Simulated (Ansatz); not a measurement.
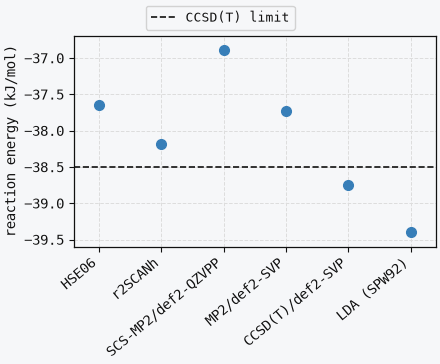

Electronic reaction energy of ZrHSCl₃ ([SH][Zr]([Cl])([Cl])[Cl]) + GaH₂SCl ([SH][GaH][Cl]) → ZrCl₄ ([Cl][Zr]([Cl])([Cl])[Cl]) + GaH₃S₂ ([SH][GaH][SH]) (SMILES in brackets) at several levels (functionals in def2-TZVPP unless a basis is named), isolated molecules at PBE0-D4 triple-zeta geometries, minima by their frequencies, no zero-point or thermal terms, the Ansatz code 0.2.0. The line is frozen-core CCSD(T) at the basis limit (MP2 extrapolated from triple and quadruple zeta, plus CCSD(T) less MP2 in a smaller set). The distance of SCS-MP2/def2-QZVPP, MP2/def2-SVP and CCSD(T)/def2-SVP to the limit includes basis error. Core potentials past Kr.

What do zero-point energy and temperature add?

Zero-point change 2.4 kJ/mol; at 298.15 K and 1 bar the CCSD(T) limit plus thermal terms gives an enthalpy of reaction of −37.0 and a free energy of −26.1 kJ/mol (harmonic PBE0-D4 modes, ideal gas).

Give the values.

```csv
level,kJ/mol,less CCSD(T) limit
HSE06,−37.6,0.9
r2SCANh,−38.2,0.3
SCS-MP2/def2-QZVPP,−36.9,1.6
MP2/def2-SVP,−37.7,0.8
CCSD(T)/def2-SVP,−38.7,−0.3
LDA (SPW92),−39.4,−0.9
CCSD(T) limit,−38.5,0.0
```

Note: no scalar relativity up to krypton; outer-core shells are correlated without core-valence functions, which makes the correlated values less sure.
